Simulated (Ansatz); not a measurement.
```xyz
8

Ta   -0.0070    0.0000    0.0000
N     1.9448    0.0000    0.0000
H     2.5083   -0.0366    0.8451
H     2.5083    0.0366   -0.8451
Cl    0.1857   -0.0971    2.3244
Cl    0.1857    0.0971   -2.3244
Cl   -1.1279    2.0118    0.0842
Cl   -1.1279   -2.0118   -0.0842
```

Core potentials replace the inner electrons of Ta.

Method: RKS PBE0/def2-SVP in Ansatz.

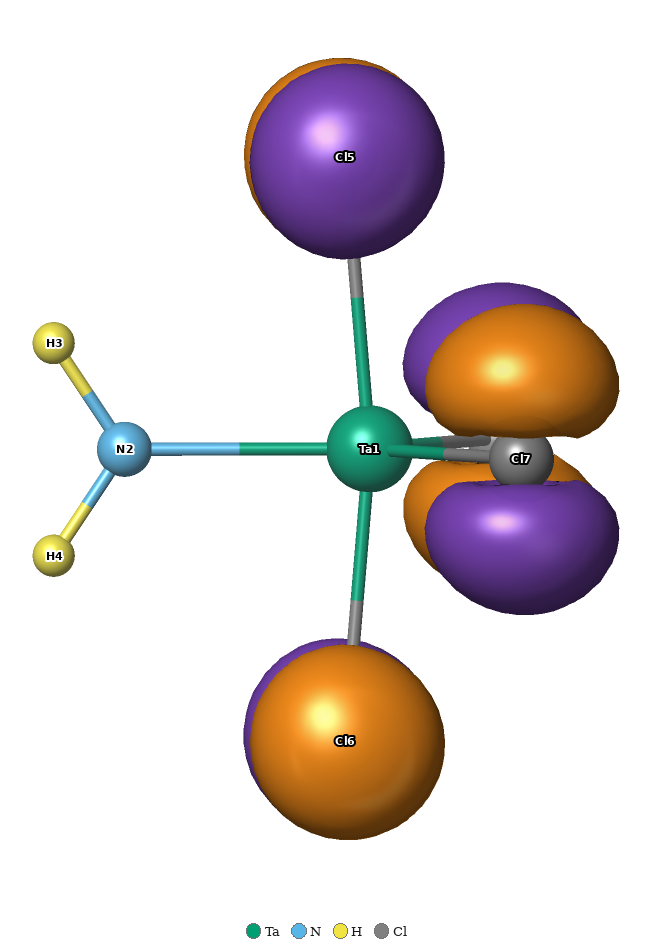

Cl$_{4}$H$_{2}$NTa. The HOMO−1 at ±0.15 Å⁻³ᐟ² (orange and purple are the two phases), seen across its widest extent.

Where does this orbital lie, and at what energy?

Answer. By Hirshfeld shares it lies mainly on Cl5 (about 25 %), Cl6 (about 25 %), Cl7 (about 25 %) and Cl8 (about 25 %); largely a combination of lone pairs on Cl5, Cl6, Cl7 and Cl8. Its energy is −8.98 eV.
